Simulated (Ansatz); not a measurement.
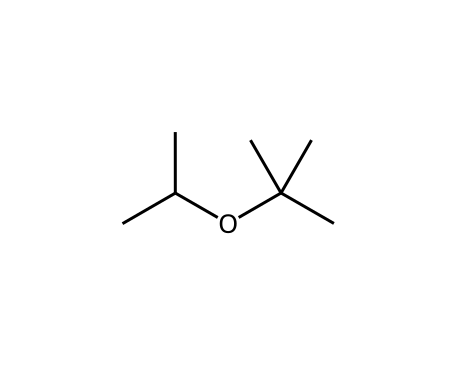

Computed geometry: PBE-D4/def2-SVP optimisation. No frequency run is at hand to confirm it as a minimum. Level of theory: RKS PBE-D4/def2-SVP (Ansatz 0.2.0).

What is the dispersion correction?

Answer. −53.5 kJ/mol.

Estimate the dipole moment.

Answer. 1.12 D.
